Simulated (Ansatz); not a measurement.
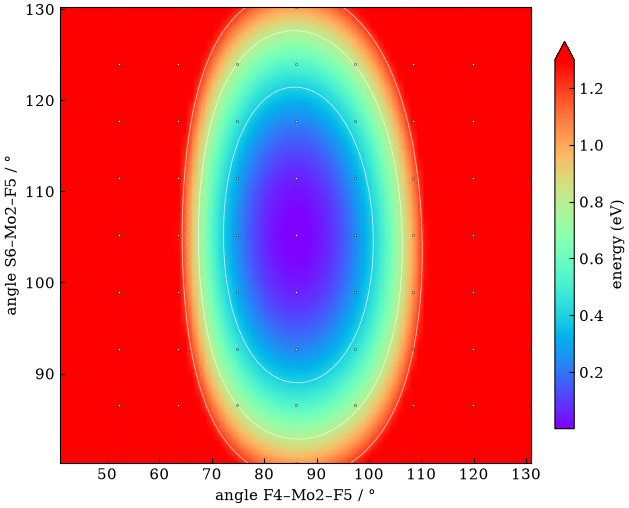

F₄MoS, SMILES [F][Mo]([F])([F])([F])=[S]. 
- The first coordinate is: angle F4–Mo2–F5; the second: angle S6–Mo2–F5.
- Nothing is relaxed (all other coordinates rigid).
- The scan uses a 9 × 9 grid.
- All energies are given in eV relative to the lowest grid point.
- Method: RKS PBE0-D4/def2-SVP (Ansatz 0.2.0).

The picture shows a smooth colour map with a few white contour lines, dots at the grid points, one colour for all values above the top of the scale. Between grid points the surface is interpolated.

Estimate the position of the minimum and the force constants in these coordinates.

The interpolated minimum is at angle F4–Mo2–F5 ≈ 86.0°, angle S6–Mo2–F5 ≈ 105.2°. The curvatures there are about 12 eV/rad² and 9.4 eV/rad², with a cross term of about 0 eV/rad². Round the minimum the two coordinates are nearly uncoupled.
